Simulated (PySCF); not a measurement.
# I²⁺: dipole response in aug-cc-pVQZ-PP with ECP28

How polarisable is I²⁺ at the levels listed below?

Method: unrestricted determinants in a Gaussian basis, no spin-orbit coupling in the energies. Code: PySCF 2.14.0.

### 1 The system

| Item | Value |
| --- | --- |
| Element | iodine (Z = 53) |
| Basis | aug-cc-pVQZ-PP with ECP28MDF |
| Hamiltonian | a scalar-relativistic core potential |
| State 1 | I²⁺: [Kr] 4d10 5s2 5p3, high-spin 4S determinant |
| Methods | UHF, PBE, PBE0, B3LYP, BP86 |

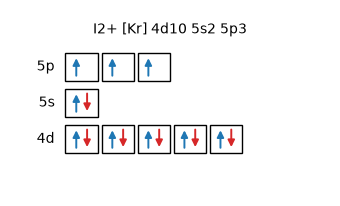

The shells outside the core, filled by Hund's rule for the drawing.

One driver process ran all states and methods and kept the integrals in memory. Each run is shown as a PySCF script that sums up its settings (the driver passes frozen orbitals as a list and adds second-order terms of double hybrids); the logs are those of the runs themselves. The driver starts from symmetry-adapted Hartree-Fock orbitals, holds the occupation by maximum overlap and uses a logarithmic radial grid for functionals, so a plain start would take other cycles.

The integrals over 92 functions and the set-up took 4.5 s of CPU time.

### 2 I²⁺

**UHF**

File input.py:

```python
from pyscf import gto, scf, dft, mp, cc
import basis_set_exchange as bse
txt = bse.get_basis("aug-cc-pVQZ-PP", elements=["I"], fmt="nwchem", header=False)
cut = txt.index("\nECP")
mol = gto.M(atom="I 0 0 0", charge=2, spin=3, symmetry="D2h",
            basis=gto.basis.parse(txt[:cut]),
            ecp={"I": gto.basis.parse_ecp(txt[cut:])})
mf = scf.UHF(mol)
mf.irrep_nelec = {'Ag': (4, 4), 'B1g': (1, 1), 'B2g': (1, 1), 'B3g': (1, 1), 'B1u': (2, 1), 'B2u': (2, 1), 'B3u': (2, 1)}
mf.kernel()
```

What it wrote:

```text
damping factor = 0
level_shift factor = 0
DIIS = <class 'pyscf.scf.diis.CDIIS'>
diis_start_cycle = 1
diis_space = 10
diis_damp = 0
SCF conv_tol = 1e-09
SCF conv_tol_grad = None
number electrons alpha = 13  beta = 10
cycle= 1 E= -293.662923150442  delta_E= -2.61e-12  |g|= 6.5e-07  |ddm|= 6.01e-06
converged SCF energy = -293.662923150442  <S^2> = 3.7515176  2S+1 = 4.0007587
```

It used 9.6 s of CPU time after the integrals (shared host).

Orbital energies by shell (radii are means over both spins):

| shell | electrons | mean orbital energy (eV) | spread (eV) | rms radius (bohr) |
| --- | --- | --- | --- | --- |
| 4s α | 1 | -231.32 | 0 | 0.796 |
| 4s β | 1 | -230.54 | 0 | 0.796 |
| 4p α | 3 | -172.09 | 0 | 0.853 |
| 4p β | 3 | -171.30 | 0 | 0.853 |
| 4d α | 5 | -82.920 | 0 | 0.995 |
| 4d β | 5 | -82.315 | 0 | 0.995 |
| 5s α | 1 | -45.287 | 0 | 2.03 |
| 5s β | 1 | -37.239 | 0 | 2.03 |
| 5p α | 3 | -30.313 | 0 | 2.34 |

⟨S²⟩ = 3.752, ⟨L²⟩ = 0.00.

The driver then solved the coupled dipole response at imaginary frequencies: mean α = 14.03 bohr³, C₆ = 96.20 au for a like pair.

Energies and moments cover only the electrons outside the core potential.

**PBE**

Changes to input.py:

```diff
@@ -7,3 +7,3 @@
             ecp={"I": gto.basis.parse_ecp(txt[cut:])})
-mf = scf.UHF(mol)
+mf = dft.UKS(mol, xc="PBE")
 mf.irrep_nelec = {'Ag': (4, 4), 'B1g': (1, 1), 'B2g': (1, 1), 'B3g': (1, 1), 'B1u': (2, 1), 'B2u': (2, 1), 'B3u': (2, 1)}
```

What it wrote:

```text
damping factor = 0
level_shift factor = 0
DIIS = <class 'pyscf.scf.diis.CDIIS'>
diis_start_cycle = 1
diis_space = 10
diis_damp = 0
SCF conv_tol = 1e-09
SCF conv_tol_grad = None
number electrons alpha = 13  beta = 10
XC functionals = PBE
    J. P. Perdew, K. Burke, and M. Ernzerhof.,  Phys. Rev. Lett. 77, 3865 (1996)
    J. P. Perdew, K. Burke, and M. Ernzerhof.,  Phys. Rev. Lett. 78, 1396 (1997)
    J. P. Perdew, K. Burke, and M. Ernzerhof.,  Phys. Rev. Lett. 77, 3865 (1996)
    J. P. Perdew, K. Burke, and M. Ernzerhof.,  Phys. Rev. Lett. 78, 1396 (1997)
cycle= 1 E= -294.597315506347  delta_E= -0.0058  |g|= 0.0229  |ddm|= 0.668
cycle= 2 E= -294.597382244274  delta_E= -6.67e-05  |g|= 0.0111  |ddm|= 0.0676
cycle= 3 E= -294.597398744037  delta_E= -1.65e-05  |g|= 0.00153  |ddm|= 0.023
cycle= 4 E= -294.597399303939  delta_E= -5.6e-07  |g|= 7.2e-06  |ddm|= 0.00427
cycle= 5 E= -294.597399303955  delta_E= -1.57e-11  |g|= 1.96e-07  |ddm|= 4.86e-05
converged SCF energy = -294.597399303955  <S^2> = 3.7506184  2S+1 = 4.0003092
```

CPU time 6.2 s on a shared host, the integrals not counted.

The driver then solved the coupled dipole response at imaginary frequencies: mean α = 13.77 bohr³, C₆ = 94.19 au for a like pair.

**PBE0**

Changes to input.py:

```diff
@@ -7,3 +7,3 @@
             ecp={"I": gto.basis.parse_ecp(txt[cut:])})
-mf = dft.UKS(mol, xc="PBE")
+mf = dft.UKS(mol, xc="PBE0")
 mf.irrep_nelec = {'Ag': (4, 4), 'B1g': (1, 1), 'B2g': (1, 1), 'B3g': (1, 1), 'B1u': (2, 1), 'B2u': (2, 1), 'B3u': (2, 1)}
```

What it wrote:

```text
damping factor = 0
level_shift factor = 0
DIIS = <class 'pyscf.scf.diis.CDIIS'>
diis_start_cycle = 1
diis_space = 10
diis_damp = 0
SCF conv_tol = 1e-09
SCF conv_tol_grad = None
number electrons alpha = 13  beta = 10
XC functionals = PBE0
    C. Adamo and V. Barone.,  J. Chem. Phys. 110, 6158 (1999)
    M. Ernzerhof and G. E. Scuseria.,  J. Chem. Phys. 110, 5029 (1999)
cycle= 1 E= -294.622606548759  delta_E= -0.00349  |g|= 0.012  |ddm|= 0.463
cycle= 2 E= -294.622625891777  delta_E= -1.93e-05  |g|= 0.00404  |ddm|= 0.0453
cycle= 3 E= -294.622628165919  delta_E= -2.27e-06  |g|= 0.000916  |ddm|= 0.009
cycle= 4 E= -294.622628310023  delta_E= -1.44e-07  |g|= 4.27e-05  |ddm|= 0.0024
cycle= 5 E= -294.622628310465  delta_E= -4.42e-10  |g|= 7.38e-07  |ddm|= 7.74e-05
converged SCF energy = -294.622628310465  <S^2> = 3.7507419  2S+1 = 4.0003709
```

It used 13 s of CPU time after the integrals (shared host).

The driver then solved the coupled dipole response at imaginary frequencies: mean α = 13.73 bohr³, C₆ = 93.81 au for a like pair.

**B3LYP**

Changes to input.py:

```diff
@@ -7,3 +7,3 @@
             ecp={"I": gto.basis.parse_ecp(txt[cut:])})
-mf = dft.UKS(mol, xc="PBE0")
+mf = dft.UKS(mol, xc="B3LYP")
 mf.irrep_nelec = {'Ag': (4, 4), 'B1g': (1, 1), 'B2g': (1, 1), 'B3g': (1, 1), 'B1u': (2, 1), 'B2u': (2, 1), 'B3u': (2, 1)}
```

What it wrote:

```text
damping factor = 0
level_shift factor = 0
DIIS = <class 'pyscf.scf.diis.CDIIS'>
diis_start_cycle = 1
diis_space = 10
diis_damp = 0
SCF conv_tol = 1e-09
SCF conv_tol_grad = None
number electrons alpha = 13  beta = 10
XC functionals = B3LYP
    P. J. Stephens, F. J. Devlin, C. F. Chabalowski, and M. J. Frisch.,  J. Phys. Chem. 98, 11623 (1994)
cycle= 1 E= -294.697682222284  delta_E= -0.00462  |g|= 0.0138  |ddm|= 0.594
cycle= 2 E= -294.697711399535  delta_E= -2.92e-05  |g|= 0.00444  |ddm|= 0.0517
cycle= 3 E= -294.697713921263  delta_E= -2.52e-06  |g|= 0.00101  |ddm|= 0.0097
cycle= 4 E= -294.697714108885  delta_E= -1.88e-07  |g|= 6.27e-05  |ddm|= 0.00274
cycle= 5 E= -294.697714109906  delta_E= -1.02e-09  |g|= 9.28e-07  |ddm|= 0.000139
cycle= 6 E= -294.697714109906  delta_E= -5.68e-14  |g|= 3.62e-08  |ddm|= 2.98e-06
converged SCF energy = -294.697714109906  <S^2> = 3.7504974  2S+1 = 4.0002487
```

CPU time 14 s on a shared host, the integrals not counted.

The driver then solved the coupled dipole response at imaginary frequencies: mean α = 13.67 bohr³, C₆ = 93.15 au for a like pair.

**BP86**

Changes to input.py:

```diff
@@ -7,3 +7,3 @@
             ecp={"I": gto.basis.parse_ecp(txt[cut:])})
-mf = dft.UKS(mol, xc="B3LYP")
+mf = dft.UKS(mol, xc="B88,P86")
 mf.irrep_nelec = {'Ag': (4, 4), 'B1g': (1, 1), 'B2g': (1, 1), 'B3g': (1, 1), 'B1u': (2, 1), 'B2u': (2, 1), 'B3u': (2, 1)}
```

What it wrote:

```text
damping factor = 0
level_shift factor = 0
DIIS = <class 'pyscf.scf.diis.CDIIS'>
diis_start_cycle = 1
diis_space = 10
diis_damp = 0
SCF conv_tol = 1e-09
SCF conv_tol_grad = None
number electrons alpha = 13  beta = 10
XC functionals = B88,P86
    A. D. Becke.,  Phys. Rev. A 38, 3098 (1988)
    J. P. Perdew.,  Phys. Rev. B 33, 8822 (1986)
cycle= 1 E= -294.732523970555  delta_E= -0.00644  |g|= 0.0222  |ddm|= 0.737
cycle= 2 E= -294.732595834409  delta_E= -7.19e-05  |g|= 0.00982  |ddm|= 0.0621
cycle= 3 E= -294.732608278667  delta_E= -1.24e-05  |g|= 0.00161  |ddm|= 0.0201
cycle= 4 E= -294.732608864199  delta_E= -5.86e-07  |g|= 1.32e-05  |ddm|= 0.0045
cycle= 5 E= -294.732608864261  delta_E= -6.27e-11  |g|= 3.88e-07  |ddm|= 9.53e-05
converged SCF energy = -294.732608864261  <S^2> = 3.7505473  2S+1 = 4.0002737
```

CPU time 6.2 s on a shared host, the integrals not counted.

The driver then solved the coupled dipole response at imaginary frequencies: mean α = 13.74 bohr³, C₆ = 93.88 au for a like pair.

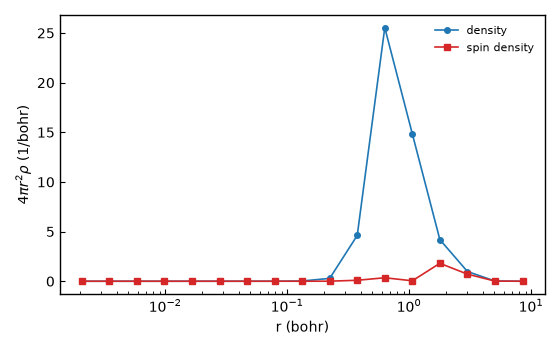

Radial density 4πr²ρ of I²⁺ at UHF, the electrons outside the core potential, at 17 stored radii joined by straight lines.

### 3 The response side by side

I²⁺, in atomic units:

| method | mean α | C₆ (like pair) | S(−4) |
| --- | --- | --- | --- |
| UHF | 14.03 | 96.20 | 39.30 |
| PBE | 13.77 | 94.19 | 36.85 |
| PBE0 | 13.73 | 93.81 | 36.48 |
| B3LYP | 13.67 | 93.15 | 36.31 |
| BP86 | 13.74 | 93.88 | 36.65 |

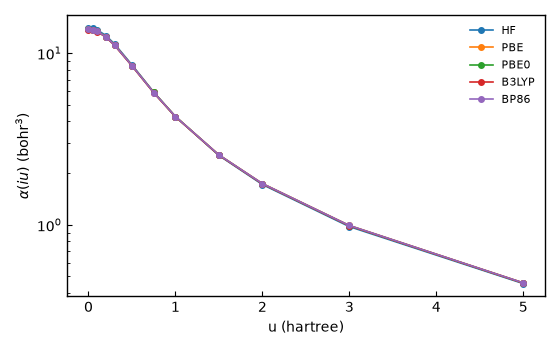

α(iu) of I²⁺, the polarisability at imaginary frequency, on a logarithmic scale.

### 4 Outcome

| quantity | value |
| --- | --- |
| α of I²⁺ | 13.67 (B3LYP) to 14.03 (UHF) bohr³ |

A single London oscillator with the computed α and C₆ of I²⁺ at UHF would have ω = 4 C₆ / (3 α²) = 0.652 hartree. The basis is finite, and no extrapolation was made.
